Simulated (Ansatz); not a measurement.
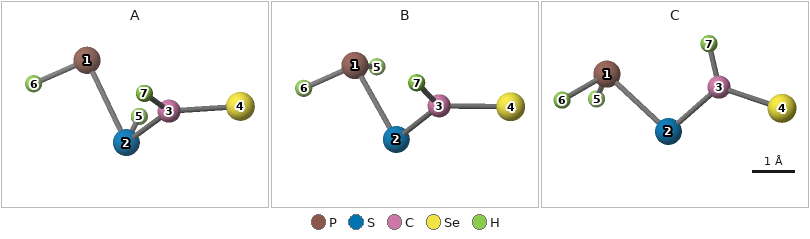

3 geometries from a converged minimum-energy path of CH₃PSSe, shuffled. A ball-and-stick model, seen at a tilt.

Method: RKS BHLYP-D4/def2-SVP (Ansatz). Run with 7 movable images; climbing image; force threshold 0.05 eV/Å; iteration limit 60; starting path through a guess of the saddle point.

Question: Which of them lies highest in energy?

Answer: A. In order along the path, whose images run from 0 to 8: C (image 0, 0.0 kJ/mol), B (image 3, +30.1 kJ/mol), A (image 6, +281.8 kJ/mol). A hydrogen atom shifts from one atom to another. Breaking: P1–H5 (1.41 → 1.97 at the top → 2.90 Å). Forming: S2–H5 (2.71 → 1.41 at the top → 1.36 Å).

Cost: 13 min on 2 threads of Arm Neoverse V2, with other jobs on the host, peak memory 0.24 GiB.
